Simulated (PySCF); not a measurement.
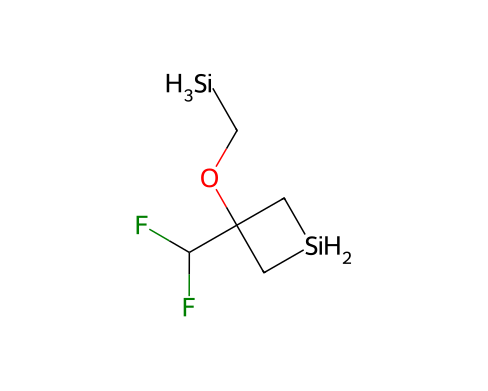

The geometry was computed by an optimisation with GFN2-xTB. No frequency run is at hand to confirm it as a minimum. Properties computed with PBE0/pcSseg-1, gas phase (PySCF 2.14.0).

What is the HOMO energy (Kohn–Sham orbital)?

Answer. −7.56 eV.

Give the dipole moment at this level.

Answer. 0.70 D.

Give the HOMO–LUMO gap at this level.

Answer. 7.83 eV.

The geometry is semi-empirical. Around Si such bond lengths and angles can be off by a tenth of an ångström or more and by several degrees, and values that hang on the shape move with them.
